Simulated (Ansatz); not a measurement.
## Frequency calculation, with input and output: ZrN$_{4}$H$_{9}$F

- system: ZrN$_{4}$H$_{9}$F
- method: RKS PBE/def2-SVP (Ansatz 0.2.0)

It belongs to a series of runs on one base structure; here: vibrations at the highest image of the band.

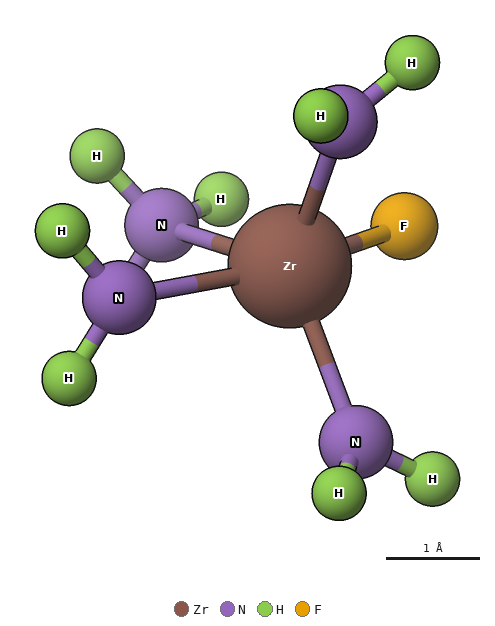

Figure 1. The input geometry (ball-and-stick view, seen at a tilt). Sticks mark near contacts. Bond lengths as drawn: F–Zr 1.99 Å, H–N 1.03 Å and N–Zr 2.06 to 2.44 Å.

Results in brief:

| quantity | value |
| --- | --- |
| outcome | converged |
| total energy | −10093.5568 eV |
| mean-field energy | −10093.5568 eV |
| largest force (length of the vector) | 0.013 eV/Å |
| hardware | 4 threads of Arm Neoverse V2, 24 GiB of memory available, shared host |
| wall time | 2 min (CPU time 7.6 min) |
| peak memory | 0.21 GiB |

Input:
```yaml
crystal:
  periodic: [false, false, false]
  atoms:
    - { symbol: Zr, position_ang: [-0.621302, 0.01279, 0.025227] }
    - { symbol: "N", position_ang: [-0.064114, -0.026487, 2.403483] }
    - { symbol: H, position_ang: [0.39912, -0.896655, 2.699125] }
    - { symbol: H, position_ang: [0.543942, 0.741879, 2.716628] }
    - { symbol: "N", position_ang: [1.463241, -0.037127, -0.244451] }
    - { symbol: H, position_ang: [2.065041, -0.870875, -0.248627] }
    - { symbol: H, position_ang: [2.094972, 0.774277, -0.220431] }
    - { symbol: "N", position_ang: [-0.870551, 1.822062, -0.938126] }
    - { symbol: H, position_ang: [-1.736166, 2.37453, -0.895259] }
    - { symbol: H, position_ang: [-0.333147, 2.141101, -1.752426] }
    - { symbol: "N", position_ang: [-0.952653, -1.752252, -0.993013] }
    - { symbol: H, position_ang: [-1.839945, -2.269949, -0.965357] }
    - { symbol: H, position_ang: [-0.427316, -2.068227, -1.816356] }
    - { symbol: F, position_ang: [-2.34412, 0.025367, 1.030908] }
    - { symbol: H, position_ang: [-0.958701, 0.040967, 2.911676] }
basis:
  gaussian: { orbitals: def2-SVP }
hamiltonian:
  xc: pbe
phonons: {}
```

Command:
```bash
ansatz run input.yaml --threads 4 --pin off --max-ram 5120MiB --backend cpu --events-out ev --progress --plain --runs-dir out
```

Log:
```
Engine: ansatz 0.2.0, aarch64-unknown-linux-gnu
Functional definition: PBE
  parameter kappa = 0.804
  parameter beta = 0.06672455060314922
  exchange = pbe_x(kappa = kappa, mu = beta*pi^2/3)
  correlation = pbe_c(beta = beta)
1636 factors; their error is unknown
mean field evaluation 1: about -10061.7019 eV, gradient 1.3e2 eV
mean field evaluation 2: about -9868.6951 eV, gradient 2.8e2 eV
mean field evaluation 4: about -10092.2080 eV, gradient 2.4e1 eV
mean field evaluation 8: about -10093.6220 eV, gradient 3.9e-1 eV
mean field evaluation 16: about -10093.5567 eV, gradient 6.8e-4 eV
mean field -10093.55669378 eV, -370.9313668381 hartree, gradient 4.6e-5 eV, S^2 0.000000; 0 other end points of the search recorded, 0 dependent functions left out
the calculation of the forces begins
reference -10093.55679414 eV, -370.9313705262 hartree; 29, 29 occupied and 117, 117 virtual orbitals, 1636 factors
these checks for a lower state are left out or cut short: stability, starts, cluster_reference, orbital_swaps, neighbouring_geometries, increment
1636 factors; their error is unknown
mean field -10093.55660687 eV, -370.9313636440 hartree, gradient 2.0e-6 eV, S^2 0.000000; 0 other end points of the search recorded, 0 dependent functions left out
[... from here on the field's lines of each further geometry are left out, up to the last ...]
the calculation of the forces begins
reference -10093.55675708 eV, -370.9313691640 hartree; 29, 29 occupied and 117, 117 virtual orbitals, 1636 factors
these checks for a lower state are left out or cut short: stability, starts, cluster_reference, orbital_swaps, neighbouring_geometries, increment
1636 factors; their error is unknown
mean field -10093.55665947 eV, -370.9313655772 hartree, gradient 2.3e-6 eV, S^2 0.000000; 0 other end points of the search recorded, 0 dependent functions left out
the calculation of the forces begins
reference -10093.55675983 eV, -370.9313692653 hartree; 29, 29 occupied and 117, 117 virtual orbitals, 1636 factors
WARN: phonons: modes at or below zero, which the zero-point energy, F, S and C_V leave out: 1, the lowest at -39.29 cm⁻¹. A minimum has none, and a first-order saddle one
Total energy: -10093.55679414 eV, -370.9313705262 hartree
Atom 0 at    -0.621302     0.012790     0.025227 Å, force     0.005852    -0.000870     0.001466 eV/Å
Atom 1 at    -0.064114    -0.026487     2.403483 Å, force    -0.011572    -0.005737     0.000652 eV/Å
Atom 2 at     0.399120    -0.896655     2.699125 Å, force     0.000634     0.003133    -0.000260 eV/Å
Atom 3 at     0.543942     0.741879     2.716628 Å, force    -0.000524     0.001925     0.000867 eV/Å
Atom 4 at     1.463241    -0.037127    -0.244451 Å, force     0.005211     0.007104    -0.004460 eV/Å
Atom 5 at     2.065041    -0.870875    -0.248627 Å, force    -0.004152    -0.003955     0.001257 eV/Å
Atom 6 at     2.094972     0.774277    -0.220431 Å, force    -0.001116    -0.001561     0.000343 eV/Å
Atom 7 at    -0.870551     1.822062    -0.938126 Å, force    -0.004019     0.000179     0.002874 eV/Å
Atom 8 at    -1.736166     2.374530    -0.895259 Å, force     0.002286     0.000231    -0.000640 eV/Å
Atom 9 at    -0.333147     2.141101    -1.752426 Å, force     0.000627    -0.000747    -0.000298 eV/Å
Atom 10 at    -0.952653    -1.752252    -0.993013 Å, force     0.000723    -0.000296    -0.002971 eV/Å
Atom 11 at    -1.839945    -2.269949    -0.965357 Å, force     0.001268     0.000352    -0.000837 eV/Å
Atom 12 at    -0.427316    -2.068227    -1.816356 Å, force    -0.001840    -0.001366     0.000850 eV/Å
Atom 13 at    -2.344120     0.025367     1.030908 Å, force    -0.000815    -0.000609     0.001698 eV/Å
Atom 14 at    -0.958701     0.040967     2.911676 Å, force     0.007435     0.002217    -0.000543 eV/Å
Dipole moment:     0.536653    -0.015431     0.587420 e Å
Vibrations: -39.29 55.20 98.70 123.28 129.93 156.15 160.54 166.20 192.39 295.78 309.73 360.56 378.96 422.55 451.36 453.98 469.51 476.12 481.73 528.75 560.65 604.81 609.26 615.94 1101.29 1442.00 1443.05 1454.29 1564.75 1579.88 3372.62 3424.98 3441.54 3442.42 3500.30 3509.32 3513.48 3535.90 3536.71 cm⁻¹, zero-point energy 2.973427 eV
```

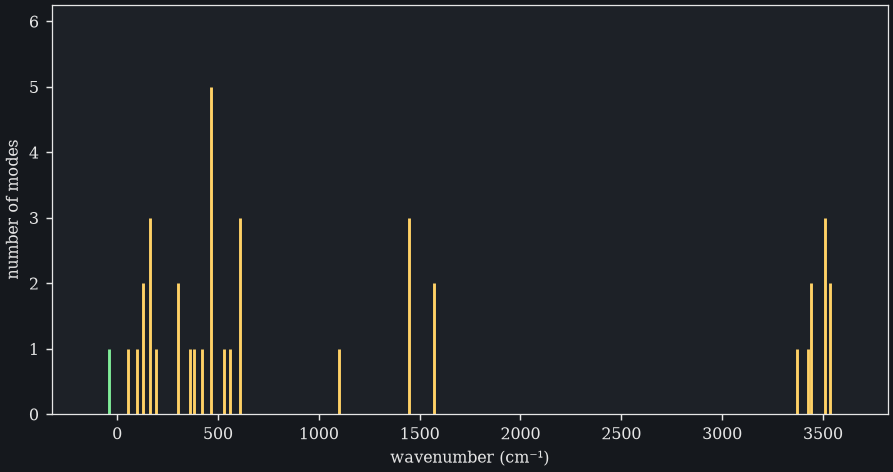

Figure 2. Harmonic vibrational wavenumbers from the force constants; neighbouring modes closer than 16 cm⁻¹ are counted in one stick, and imaginary ones are drawn at negative wavenumbers. 39 modes from 39i to 3537 cm⁻¹, 1 imaginary beyond 8i (39i cm⁻¹): not a clean minimum; so soft a mode can be a shallow saddle, an incomplete relaxation or noise of the force constants.
